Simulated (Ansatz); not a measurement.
# Calculations on AlSiH5O

Part 1: Relaxation

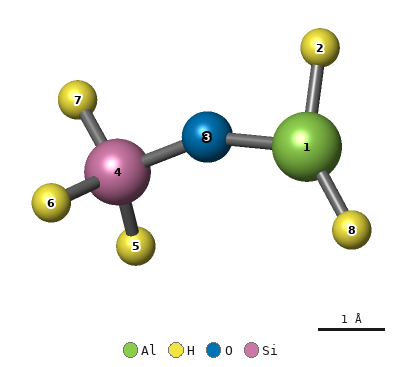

This is the input geometry for a relaxation of AlSiH5O. Style: ball-and-stick. Shown at a tilt.

The run prepares an end point of a later path (reaction) calculation, from a guessed geometry.

Method: RKS B3LYP/6-31G* (Ansatz).

Input file:
```yaml
crystal:
  periodic: [false, false, false]
  atoms:
    - { symbol: Al, position_ang: [0.06212, 0.16077, 0.305856] }
    - { symbol: H, position_ang: [0.27048, 0.4846, 1.80096] }
    - { symbol: O, position_ang: [1.616545, -0.60903, 0.337461] }
    - { symbol: Si, position_ang: [2.84764, -1.53681, -0.237303] }
    - { symbol: H, position_ang: [2.34454, -2.803597, -0.845156] }
    - { symbol: H, position_ang: [3.642391, -0.823906, -1.277065] }
    - { symbol: H, position_ang: [3.766697, -1.898028, 0.873883] }
    - { symbol: H, position_ang: [-0.963713, 0.3245, -0.883635] }
basis:
  gaussian: { orbitals: "6-31G*" }
hamiltonian:
  xc: b3lyp
relax:
  f_tol: 0.03
  max_steps: 50
```

Launched with:
```bash
ansatz run input.yaml --threads 1 --pin off --max-ram 2048MiB --backend cpu --events-out ev --progress --plain --runs-dir out
```

**Predict the outcome.**

The atom that moves furthest after the best rigid fit is O3 (0.36 Å). Largest moves by element: O 0.36 Å, H 0.36 Å, Al 0.14 Å, Si 0.11 Å. Near-neighbour distances that change, for instance: Al1–H2 1.544 → 1.583 Å, Al1–O3 1.735 → 1.702 Å. Among the angles between lasting bonds that change: H2–Al1–O3 87.4° → 118.3°, Al1–O3–Si4 156.1° → 177.0°, H2–Al1–H8 142.7° → 123.7°. After 11 accepted moves (12 points after the start) the energy has fallen by 0.536 eV. The largest force component goes from 1.2 to 0.0051 eV/Å. The line search rejected the trial step at point 11 of the run. The forces were under the threshold at step 5, but the run went on from there.

The structure at the end:

```xyz
8

Al    0.1413    0.1575    0.4253
H     0.0407    0.7456    1.8915
O     1.5311   -0.7318    0.0060
Si    2.8882   -1.5984   -0.3144
H     2.5372   -2.9063   -0.9330
H     3.7674   -0.8517   -1.2555
H     3.6588   -1.8667    0.9317
H    -0.9781    0.3502   -0.6767
```

The end point in the same view:

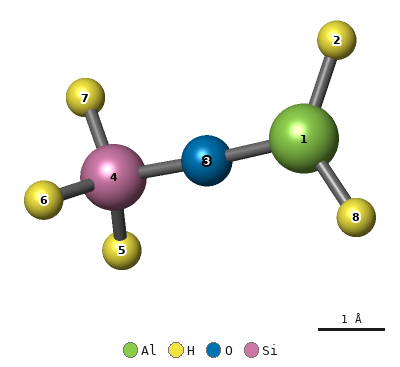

Part 2: Relaxation

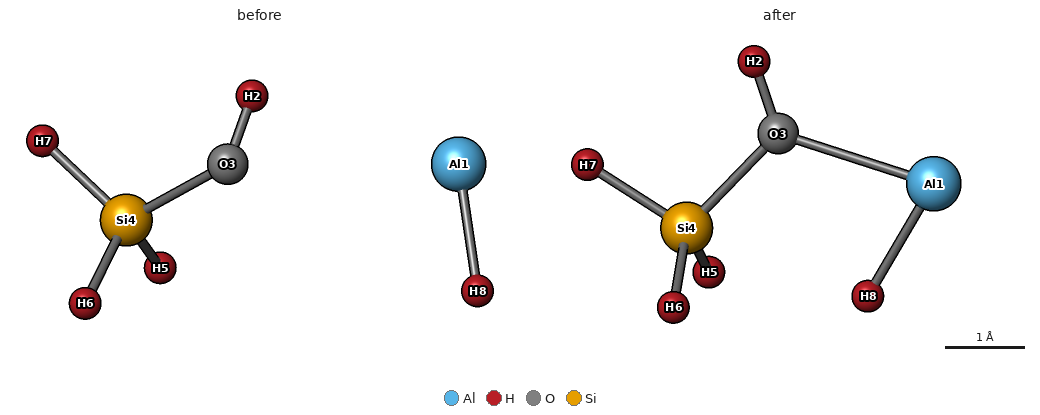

The structure of AlSiH5O before (left) and after (right) a relaxation, at one scale.

Style: ball-and-stick. Shown face on.

The run prepares an end point of a later path (reaction) calculation, from a guessed geometry.

Level of theory: RKS B3LYP/6-31G* (Ansatz 0.2.0).

The input:
```yaml
crystal:
  periodic: [false, false, false]
  atoms:
    - { symbol: Al, position_ang: [-1.043085, 0.250084, 0.3365] }
    - { symbol: H, position_ang: [1.498463, -0.230851, 1.311855] }
    - { symbol: O, position_ang: [1.898844, -0.158468, 0.413301] }
    - { symbol: Si, position_ang: [2.878893, -1.440008, -0.055834] }
    - { symbol: H, position_ang: [2.075714, -2.64152, -0.431795] }
    - { symbol: H, position_ang: [3.645677, -0.964349, -1.229935] }
    - { symbol: H, position_ang: [3.805905, -1.829934, 1.046755] }
    - { symbol: H, position_ang: [-1.17371, 0.313546, -1.315847] }
basis:
  gaussian: { orbitals: "6-31G*" }
hamiltonian:
  xc: b3lyp
relax:
  f_tol: 0.03
  max_steps: 50
output:
  orbitals: {}
```

Command:
```bash
ansatz run input.yaml --threads 1 --pin off --max-ram 2048MiB --backend cpu --events-out ev --progress --plain --runs-dir out
```

### Summarise the run.

The atom that moves furthest after the best rigid fit is H8 (1.69 Å). By element the largest moves are H 1.69 Å, Al 0.72 Å, O 0.66 Å, Si 0.52 Å. Some distances before and after: Al1–Si4 4.289 → 3.259 Å, Al1–O3 2.971 → 2.088 Å, O3–Si4 1.680 → 1.727 Å, Al1–H8 1.659 → 1.704 Å. New bonds form, among them: Al1–O3 (2.97 → 2.09 Å). Bond angles that change, for instance: O3–Si4–H7 110.8° → 102.0°, O3–Si4–H6 106.2° → 111.5°, H5–Si4–H6 109.7° → 114.5°. Groups turn about O3–Si4 by about 45°. Over 11 accepted moves (12 points after the start) the energy falls by 36.0 kJ/mol. The largest force component goes from 0.65 to 0.018 eV/Å. The line search rejected the trial step at point 11 of the run.

Limits of the set-up: the start holds two separate molecules, 2.8 Å apart at their closest, whose relative position is a soft coordinate and is computed without a dispersion correction.

Part 3: Path

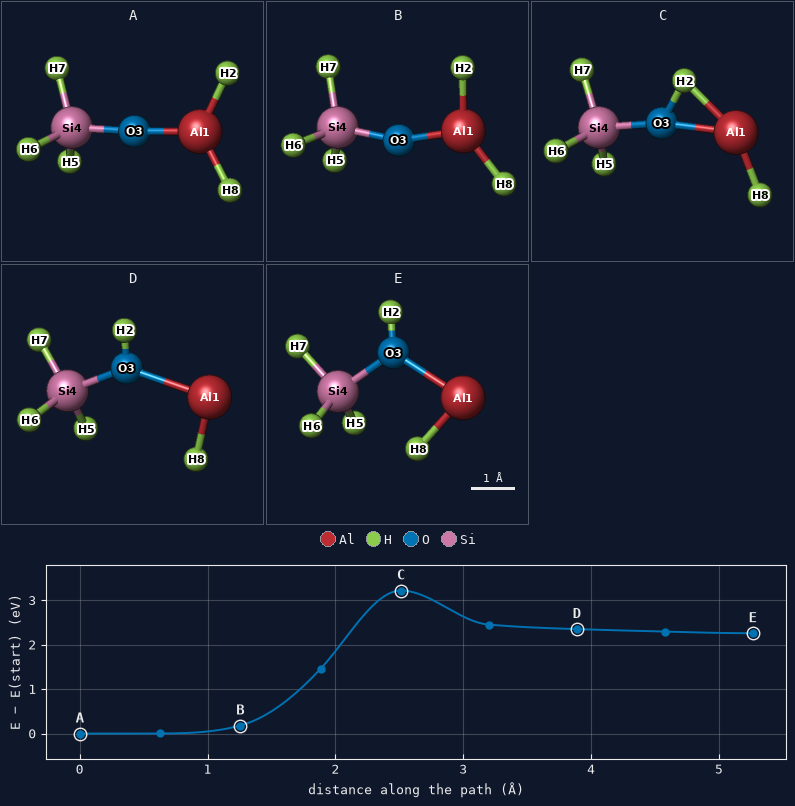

NEB run on AlSiH₅O. Images are numbered from 0 (start) to 8 (end). Frames A to E are images 0, 2, 4, 6, 8. Style: ball-and-stick. Shown at a tilt.

All numbers below come from Ansatz, RKS B3LYP/6-31G*. Settings: 7 movable images; climbing image; force threshold 0.05 eV/Å; iteration limit 60; starting path through a guess of the saddle point.

### Read off the barrier and say what moves.

A hydrogen atom shifts from one atom to another. Breaking: Al1–H2 (1.58 → 1.74 at the top → 2.76 Å). Forming: H2–O3 (2.82 → 1.29 at the top → 0.97 Å). Forward barrier 3.22 eV, backward barrier 0.96 eV, with image 4 at the top; the reaction energy is +2.26 eV. The band converged in 32 iterations. The largest component of the band force went from 17 to 0.048 eV/Å. The climbing image converged on the top of the path. Its vibrational analysis gives 2 imaginary modes over 30i cm⁻¹, so it isn't confirmed as a transition state.
